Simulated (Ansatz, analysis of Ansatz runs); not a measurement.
# MnGa2S4 (I-4): does an added electron stay on Mn?

Question: does an added electron stay on the Mn atom where it is started in MnGa2S4 (I-4), and if so, how high is the barrier for a hop to another Mn site nearby? Model: a cell of 56 host atoms.

Program: Ansatz 0.2.0. Level of theory: plane-wave PAW DFT, PBEsol+U; relaxation of all atoms of a supercell at fixed charge in a uniform background; PAW set soft_1. Results are calculated unless marked as measured.

### Step 1. The structure

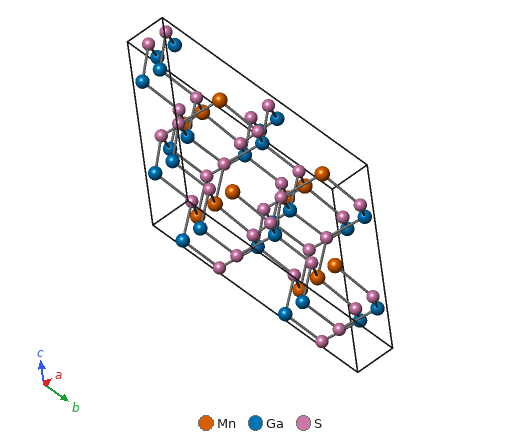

Start, viewed slightly off an axis; manganese orange, gallium blue, sulfur pink. Some periodic images of atoms are drawn too.

The cell holds 56 atoms: 8 Mn, 16 Ga and 32 S. Cell: a = 12.783 Å, b = 12.783 Å, c = 12.783 Å, α = 129.6°, β = 129.6°, γ = 74.1°. It derives from MnGa2S4 (space group I-4). Nearest the centre at fractional (0.625, 0.125, 0.000): S46 at 2.34 Å, S14 at 2.34 Å, S40 at 2.39 Å, S34 at 2.39 Å, Ga31 at 2.55 Å, Mn50 at 2.72 Å, Ga30 at 2.72 Å, Ga9 at 2.72 Å.

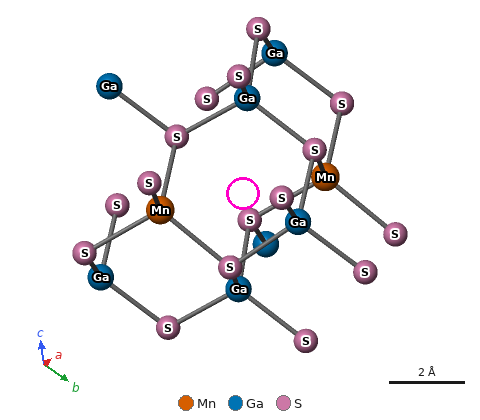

The atoms within 5 Å of the centre. A ring marks the centre wherever it is empty.

Hubbard terms: Mn d 4.5 eV. They were chosen, not fitted, to curb self-interaction in the shells named, the trial site's among them. The two sites are Mn29 and Mn50. The cell's shortest repeat is 10.9 Å. The host's moments were started ferromagnetic, high spin; both sites carry the same spin direction.

### Step 2. The cell without the carrier

The neutral cell is relaxed first, from small random displacements, so that bond lengths and moments with the carrier can be set beside those of a relaxed cell without it.

The input, neutral.relax/input.yaml:

```yaml
crystal:
  lattice:
    - [-5.44695024, 5.44695024, 10.20125981]
    - [5.44695024, -5.44695024, 10.20125981]
    - [5.44695024, 5.44695024, -10.20125981]
  atoms:
    - { symbol: Mn, position: [0.125, 0.375, 0.25], spin: 5.0 }
    - { symbol: Ga, position: [0.375, 0.125, 0.25] }
    - { symbol: Ga, position: [0.25, 0.25, 0.0] }
    - { symbol: S, position: [0.187373, 0.440853, 0.012331] }
    - { symbol: S, position: [0.059147, 0.071478, 0.246521] }
    - { symbol: S, position: [0.324958, 0.312627, 0.253479] }
    - { symbol: S, position: [0.428522, 0.175042, 0.487669] }
    - { symbol: Mn, position: [0.125, 0.375, 0.75], spin: 5.0 }
    - { symbol: Ga, position: [0.375, 0.125, 0.75] }
    - { symbol: Ga, position: [0.25, 0.25, 0.5] }
    - { symbol: S, position: [0.187373, 0.440853, 0.512331] }
    - { symbol: S, position: [0.059147, 0.071478, 0.746521] }
    - { symbol: S, position: [0.324958, 0.312627, 0.753479] }
    - { symbol: S, position: [0.428522, 0.175042, 0.987669] }
    - { symbol: Mn, position: [0.125, 0.875, 0.25], spin: 5.0 }
    - { symbol: Ga, position: [0.375, 0.625, 0.25] }
    - { symbol: Ga, position: [0.25, 0.75, 0.0] }
    - { symbol: S, position: [0.187373, 0.940853, 0.012331] }
    - { symbol: S, position: [0.059147, 0.571478, 0.246521] }
    - { symbol: S, position: [0.324958, 0.812627, 0.253479] }
    - { symbol: S, position: [0.428522, 0.675042, 0.487669] }
    - { symbol: Mn, position: [0.125, 0.875, 0.75], spin: 5.0 }
    - { symbol: Ga, position: [0.375, 0.625, 0.75] }
    - { symbol: Ga, position: [0.25, 0.75, 0.5] }
    - { symbol: S, position: [0.187373, 0.940853, 0.512331] }
    - { symbol: S, position: [0.059147, 0.571478, 0.746521] }
    - { symbol: S, position: [0.324958, 0.812627, 0.753479] }
    - { symbol: S, position: [0.428522, 0.675042, 0.987669] }
    - { symbol: Mn, position: [0.625, 0.375, 0.25], spin: 5.0 }
    - { symbol: Ga, position: [0.875, 0.125, 0.25] }
    - { symbol: Ga, position: [0.75, 0.25, 0.0] }
    - { symbol: S, position: [0.687373, 0.440853, 0.012331] }
    - { symbol: S, position: [0.559147, 0.071478, 0.246521] }
    - { symbol: S, position: [0.824958, 0.312627, 0.253479] }
    - { symbol: S, position: [0.928522, 0.175042, 0.487669] }
    - { symbol: Mn, position: [0.625, 0.375, 0.75], spin: 5.0 }
    - { symbol: Ga, position: [0.875, 0.125, 0.75] }
    - { symbol: Ga, position: [0.75, 0.25, 0.5] }
    - { symbol: S, position: [0.687373, 0.440853, 0.512331] }
    - { symbol: S, position: [0.559147, 0.071478, 0.746521] }
    - { symbol: S, position: [0.824958, 0.312627, 0.753479] }
    - { symbol: S, position: [0.928522, 0.175042, 0.987669] }
    - { symbol: Mn, position: [0.625, 0.875, 0.25], spin: 5.0 }
    - { symbol: Ga, position: [0.875, 0.625, 0.25] }
    - { symbol: Ga, position: [0.75, 0.75, 0.0] }
    - { symbol: S, position: [0.687373, 0.940853, 0.012331] }
    - { symbol: S, position: [0.559147, 0.571478, 0.246521] }
    - { symbol: S, position: [0.824958, 0.812627, 0.253479] }
    - { symbol: S, position: [0.928522, 0.675042, 0.487669] }
    - { symbol: Mn, position: [0.625, 0.875, 0.75], spin: 5.0 }
    - { symbol: Ga, position: [0.875, 0.625, 0.75] }
    - { symbol: Ga, position: [0.75, 0.75, 0.5] }
    - { symbol: S, position: [0.687373, 0.940853, 0.512331] }
    - { symbol: S, position: [0.559147, 0.571478, 0.746521] }
    - { symbol: S, position: [0.824958, 0.812627, 0.753479] }
    - { symbol: S, position: [0.928522, 0.675042, 0.987669] }
basis:
  ecutwfc: 420
  xc_grid: 2
hamiltonian:
  xc: pbesol
  hubbard:
    sites: [{ species: Mn, l: d, u_eff: 4.5 }]
    projectors: ortho-atomic
  pseudopotentials: { kind: paw, azcp: { folder: soft_1 }, xc_functional: pbe }
kpoints:
  mp_grid: { grid: [1, 1, 1] }
magnetization:
  spin_polarized: true
  initial_magnetization: 40
  spin_locking: { lock_magnetization: hard }
scf:
  occupations: { method: fermi_dirac, width: 0.01 }
  max_iter: 120
  lower_state_search: "off"
output:
  forces: true
relax:
  f_tol: 0.02
  max_steps: 70
  random_displacement: { amplitude: 0.04, seed: 5847 }
checkpoint:
  write: "../neutral.relax.run"
  compress: false
  write_wavefunctions: true
  write_every: 100000
```

On the command line:

```bash
$ ansatz run input.yaml --threads 8 --pin off --max-ram 18841MiB --backend cpu --events-out ev --progress --plain --runs-dir out
```

Numbers of over 12 decimals in the logs are rounded to 6 here.

The program printed:

```text
[... repeated set-up lines and file paths are left out, and long positions are rounded to six places ...]
Engine: ansatz 0.2.0, aarch64-unknown-linux-gnu
Pseudopotentials: kind: paw
Pseudopotential: Mn, paw, valence charge 15, recommended cutoff 420 eV (normal), soft_1/Mn.paw.azcp
Pseudopotential: Ga, paw, valence charge 13, recommended cutoff 420 eV (normal), soft_1/Ga.paw.azcp
Pseudopotential: S, paw, valence charge 6, recommended cutoff 420 eV (normal), soft_1/S.paw.azcp
Functional definition: PBEsol
  exchange = pbesol_x
  correlation = pbesol_c
Crystal: 56 atoms, lattice volume = 1210.656 Å³
Basis set: ecut = 420 eV, 23695 PW (Γ), exchange–correlation on 180×180×180 points (8 copies of the dense FFT grid, shifted against one another)
Bands: 336, of which v1, the nominal top of the filled ones, is band 260 counted from 1 (259 counted from 0)
Symmetry: 1 space group operations
k-points: 1
Non-local potential: Mn, projectors of the file, l = 0: 3, l = 1: 2, l = 2: 3, l = 3: 1
Non-local potential: Ga, projectors of the file, l = 0: 2, l = 1: 2, l = 2: 3, l = 3: 1
Non-local potential: S, projectors of the file, l = 0: 2, l = 1: 2, l = 2: 1
PAW form: soft (Blöchl's): semilocal exchange-correlation on the pseudo side does not see the compensation charge
PAW frozen core: Mn, regenerated for the run's functional, and the local potential with it (the file was generated under x = pbe(κ = 0.804, μ = 0.219515), c = pbe(β = 0.066725))
PAW frozen core: Ga, regenerated for the run's functional, and the local potential with it (the file was generated under x = pbe(κ = 0.804, μ = 0.219515), c = pbe(β = 0.066725))
[...]
[... 2 atoms left out ...]
  atom  34  S     -0.00075136    -0.00601010    -0.00744765
  [... 5 atoms left out ...]
  atom  40  S      0.00505000    -0.00468852    -0.00071511
  [... 5 atoms left out ...]
  atom  46  S     -0.00797602     0.00770801    -0.00208337
  [... 3 atoms left out ...]
  atom  50  Mn    -0.00609403     0.00339197    -0.00411713
  [... 6 atoms left out ...]
  max |Σ_I F_I| component: 2.94e-5 eV/Å
--- Band table (eV) ---
  k-point 0 ↑: bands = ["-75.6179", "-75.6178", "-75.6174", "-75.6169", [... 328 left out ...] "11.7005", "11.7175", "11.7648", "11.7656"]
  k-point 0 ↓: bands = ["-70.7808", "-70.7806", "-70.7805", "-70.7802", [... 328 left out ...] "12.1620", "12.1631", "12.2763", "12.2773"]
Occupation matrices written to <dir>
--- Relaxed structure (4 steps of the walk, 4 accepted, 0 SCFs on fresh bases) ---
  F+E_penalty+E_count = -119185.51215425 eV   max|allowed force component| = 1.258e-2 eV/Å
  atoms:
    - { symbol: Mn, position: [0.125791, 0.375434, 0.250805] }
    - { symbol: Ga, position: [0.375576, 0.124830, 0.250486] }
[...]
- { symbol: Ga, position: [0.375664, 0.125060, 0.750584] }
[...]
- { symbol: S, position: [0.428571, 0.174956, 0.987713] }
[...]
- { symbol: S, position: [0.325367, 0.812090, 0.753329] }
    [... 1 atom left out ...]
    - { symbol: Mn, position: [0.625534, 0.375097, 0.250425] }
    - { symbol: Ga, position: [0.875482, 0.125026, 0.250514] }
    - { symbol: Ga, position: [0.750519, 0.250069, 0.000605] }
[...]
- { symbol: S, position: [0.825774, 0.312339, 0.253682] }
    [... 5 atoms left out ...]
    - { symbol: S, position: [0.559897, 0.072120, 0.747624] }
    [... 5 atoms left out ...]
    - { symbol: S, position: [0.688279, 0.940893, 0.013357] }
    [... 3 atoms left out ...]
    - { symbol: Mn, position: [0.625597, 0.875165, 0.750603] }
    [... 6 atoms left out ...]
[key lines of the parts left out:]
SCF converged after 4 iterations
Magnetization: 40.0000 μB (280.0000 up, 240.0000 down)
Free energy (F): -119185.512154 eV
Fermi energy:    6.599362 (↑ 6.599362, ↓ 6.432595) eV
```

Elapsed: 55 s, on 8 threads of Arm Neoverse V1, shared host; peak memory 2.7 GiB; 6.4 min of CPU time.

The largest displacement from an ideal site is 0.009 Å.

(Part 1 of 2 ends here.)

[Logs are printed without paths, hosts, clocks, repeated set-up lines and the standing remarks that a program may print on its own settings, such as how far it seeks lower states.]

[Hosts, paths, dates, database ids (printed as entryN), source tags and the programs' standing remarks are cut or masked in the printed files.]
